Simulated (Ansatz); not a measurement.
# Lattice dynamics of BePd (Pm-3m), part 2 of 2

Aim: the phonons of BePd (Pm-3m) at a cell relaxed beforehand at this level. After the zone centre comes a 4×4×4 q mesh on a 16×16×16 k mesh.

Ansatz 0.2.0; DFT PBEsol, scalar-relativistic, plane waves, PAW.

So far, highest frequency on the path or at a solved wavevector (cm⁻¹): step 3 (phonons on a q mesh) 466.

### 4. Finite displacements in a supercell

Finite displacements in a 2×2×2 supercell give force constants from forces alone. They are exact at the wavevectors that the supercell holds, where they check the linear-response result.

Contents of input.yaml:

```yaml
crystal:
  lattice:
    - [2.7976391317, 0.0, 0.0]
    - [0.0, 2.7976391317, 0.0]
    - [0.0, 0.0, 2.7976391317]
  atoms:
    - { symbol: Be, position: [0.0, 0.0, 0.0] }
    - { symbol: Pd, position: [0.5, 0.5, 0.5] }
kpoints:
  mp_grid: { grid: [16, 16, 16] }
hamiltonian:
  xc: pbesol
scf:
  occupations: { method: methfessel_paxton, width: 0.15 }
output:
  eigenvalues: true
phonons:
  method: fd
  supercell: [2, 2, 2]
  temperatures: { t_max: 1000, t_step: 50 }
  qpath:
    path:
      - [[0.0, 0.0, 0.0], [0.0, 0.5, 0.0], [0.5, 0.5, 0.0], [0.0, 0.0, 0.0], [0.5, 0.5, 0.5], [0.0, 0.5, 0.0]]
      - [[0.5, 0.5, 0.5], [0.5, 0.5, 0.0]]
    npoints: 10
```

Command:

```
ansatz run input.yaml --threads 4 --pin off --max-ram 7168MiB --backend cpu --events-out ev --progress --plain --runs-dir out
```

Numbers of over 12 decimals in the logs are rounded to 6 here.

The program printed:

```text
[...]
Crystal: 16 atoms, lattice volume = 175.172 Å³
Basis set: ecut = 420 eV, 3407 PW (Γ), exchange–correlation on 80×80×80 points (8 copies of the dense FFT grid, shifted against one another)
Bands: 95, of which v1, the nominal top of the filled ones, is band 80 counted from 1 (79 counted from 0)
Symmetry: 384 space group operations
k-points: 35 of 512
[...]
SCF iter   1: F=—  HF=-55985.969348 eV  |F-HF|=—  |Δ(HF+E_count)|=         —  Δρ=1.38e-7  dr2=1.11e-11  ethr=1.00e-12  ⟨swp⟩=3.0  Hψ=8579  notcnv=0
[...]
SCF iter   2: F=-55985.969348 eV  HF=-55985.969348 eV  |F-HF|=1.46e-11  |Δ(HF+E_count)|=    0.00e0  S|Δr|=    0.00e0  Δρ=8.21e-8  dr2=4.47e-12  ethr=1.00e-12  ⟨swp⟩=2.0  Hψ=6287  notcnv=0
SCF 1 converged in 2 iterations: F = -55985.969348 eV  dr2 = 4.47e-12
[...]
Crystal: 2 atoms, lattice volume = 21.897 Å³
Basis set: ecut = 420 eV, 437 PW (Γ), exchange–correlation on 40×40×40 points (8 copies of the dense FFT grid, shifted against one another)
Bands: 14, of which v1, the nominal top of the filled ones, is band 10 counted from 1 (9 counted from 0)
Symmetry: 48 space group operations
k-points: 165 of 4096
[...]
SCF iter   2: F=-6998.246168 eV  HF=-6998.246168 eV  |F-HF|=1.01e-10  |Δ(HF+E_count)|=   2.60e-5  S|Δr|=    0.00e0  Δρ=6.51e-7  dr2=1.20e-10  ethr=1.00e-12  ⟨swp⟩=4.8  Hψ=8637  notcnv=0
SCF 2 converged in 2 iterations: F = -6998.246168 eV  dr2 = 1.20e-10
[...]
Symmetry: 6 space group operations
k-points: 65 of 512 (time reversal used)
[...]
SCF iter   8: F=-55985.969331 eV  HF=-55985.969331 eV  |F-HF|=7.28e-12  |Δ(HF+E_count)|=    0.00e0  S|Δr|=    0.00e0  Δρ=2.05e-8  dr2=6.64e-13  ethr=1.00e-12  ⟨swp⟩=5.0  Hψ=22095  notcnv=0
SCF 3 converged in 8 iterations: F = -55985.969331 eV  dr2 = 6.64e-13
[...]
SCF iter   7: F=-55985.969315 eV  HF=-55985.969315 eV  |F-HF|=0.00e0  |Δ(HF+E_count)|=  5.09e-11  S|Δr|=    0.00e0  Δρ=5.83e-8  dr2=4.11e-12  ethr=1.00e-12  ⟨swp⟩=4.3  Hψ=25855  notcnv=0
SCF 4 converged in 7 iterations: F = -55985.969315 eV  dr2 = 4.11e-12
SCF converged after 2 iterations
[...]
Free energy (F): -55985.969348 eV
[...]
Internal energy: -55985.963035 eV  (E = F + TS)
E sigma→0 (E₀):  -55985.967769 eV
Entropy (-TS):   -0.006313 eV (-0.395 meV/atom)
Fermi energy:    17.175831 eV
[...]
--- Band table (eV; the first three rows and the last of 35) ---
  k-point 0: bands = [... 76 lower, 15.2394, 15.8681, 15.8681, 15.8681, 15.9433, 15.9433, 17.1616, 17.1616, ... 11 higher]
  k-point 1: bands = [... 76 lower, 15.6746, 15.7409, 15.8709, 15.9404, 16.2239, 16.2239, 17.1565, 17.1565, ... 11 higher]
  k-point 2: bands = [... 76 lower, 15.8790, 15.9322, 16.5198, 16.5198, 16.6160, 16.6160, 17.1384, 17.1384, ... 11 higher]
  k-point 34: bands = [... 76 lower, 14.0137, 14.0137, 14.0137, 14.0137, 21.6117, 21.6117, 21.6117, 21.6117, ... 11 higher]
--- Phonons: 2 displaced members + reference (amplitude 0.0025 Å, Σ member SCF iterations 15) ---
  symmetry images taken by strict's conditions (phonons.symmetry_images: auto; settled by no image being taken that strict refuses)
  ASR residual: 6.126e-4 → 0.000e0 eV/Å²; symmetrization residual: 1.067e-4 eV/Å²
  largest component of a force at the reference: 7.7e-29 eV/Å
  ASR residual per site (eV/Å²): 2.95e-4 6.13e-4
  Γ frequencies (cm⁻¹): 0.00 0.00 0.00 379.68 379.68 379.68
[...]
```

Wall time 59 s (4 threads of Arm Neoverse V1, shared host); peak memory 1.2 GiB.

Numbers from this step:

- atoms in the supercell: 16
- sum-rule residual before enforcement: 6.13e-4 eV/Å²

Interpolated from a 2×2×2 supercell, rough between the solved points. The phonon branches at the labelled points (cm⁻¹):

```csv
point,branch 1,branch 2,branch 3,branch 4,branch 5,branch 6
Γ,0,0,0,380,380,380
X,108,108,218,419,419,466
M,108,159,159,364,375,375
Γ,0,0,0,380,380,380
R,182,182,182,415,415,415
X,108,108,218,419,419,466
jump to R,182,182,182,415,415,415
M,108,159,159,364,375,375
```

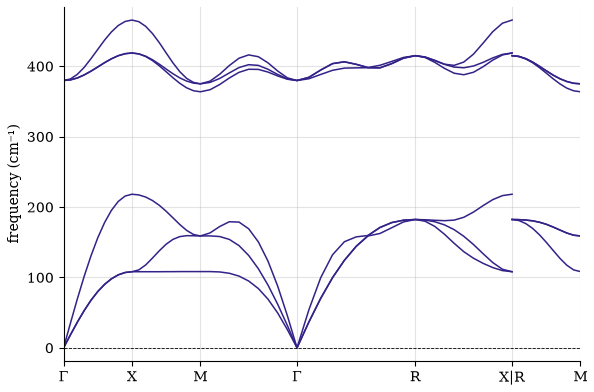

Phonon branches along the path.

The phonon density of states has structure finer than the step of the table below, so its rows give means over 20 cm⁻¹, whole bins alone (the curve runs from 2.5 to 468 cm⁻¹). Peaks (cm⁻¹: height): 107.5: 0.0419, 177.5: 0.0565, 397.5: 0.135.

Tetrahedra on a 22×22×22 mesh, mean over bins of 5 cm-1. Interpolated from a 2×2×2 supercell, rough between the solved points. Phonon density of states against wavenumber; means over each step:

| wavenumber (cm⁻¹) | phonon density of states (1/cm⁻¹/cell) |
| --- | --- |
| 20 | 1.6e-4 |
| 40 | 8.0e-4 |
| 60 | 0.00216 |
| 80 | 0.00534 |
| 100 | 0.0200 |
| 120 | 0.0271 |
| 140 | 0.0220 |
| 160 | 0.0288 |
| 180 | 0.0340 |
| 200 | 0.00837 |
| 220 | 0.00119 |
| 240 | 0 |
| 260 | 0 |
| 280 | 0 |
| 300 | 0 |
| 320 | 0 |
| 340 | 0 |
| 360 | 9.2e-4 |
| 380 | 0.0277 |
| 400 | 0.0917 |
| 420 | 0.0221 |
| 440 | 0.00593 |

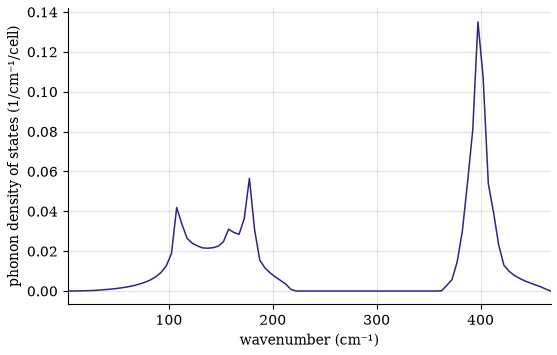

Phonon density of states against wavenumber.

At Γ the two methods differ by at most 0.0 cm⁻¹.

### 5. Results

* space group (within 0.01 Å): Pm-3m
* volume per atom: 10.9 Å³
* electronic character: no gap on this mesh
* highest optical mode at the zone centre (no LO-TO term): 380 cm⁻¹
* lowest optical zone-centre mode: 380 cm⁻¹
* lowest mode on the q mesh (acoustic modes at Γ apart): 80.8 cm⁻¹
* highest frequency on the path or at a solved wavevector: 466 cm⁻¹
* zero-point energy per atom: 50.5 meV
* heat capacity at 300 K: 21.2 J/(mol atoms K)
* vibrational entropy at 300 K: 23.9 J/(mol atoms K)
* Debye temperature (second moment): 560 K
* imaginary modes on the 4×4×4 q mesh: none

The structure is a minimum as far as tested: no mode is imaginary at the 10 irreducible wavevectors of the 4×4×4 mesh, and the softest away from the acoustic zeros lies at 81 cm⁻¹. The optical modes at Γ form one degenerate level at 380 cm⁻¹. The highest mode in this list at Γ, 379.7 cm⁻¹, is mostly motion of Be (92 % of the kinetic energy). On the path and the mesh, the widest gap between branches runs from 218 to 364 cm⁻¹. Finite displacements and linear response differ by 0.0 cm⁻¹ in the highest zone-centre mode. With no gap, or one that is small against the smearing, the frequencies hang on the k mesh and the smearing, most of all near Kohn anomalies. These are harmonic frequencies at zero temperature: anharmonic shifts, linewidths and thermal expansion are left out.

[Logs are printed without paths, hosts, clocks, repeated set-up lines and the standing remarks that a program may print on its own settings, such as how far it seeks lower states.]

[Hosts, paths, dates, database ids (printed as entryN), source tags and the programs' standing remarks are cut or masked in the printed files.]
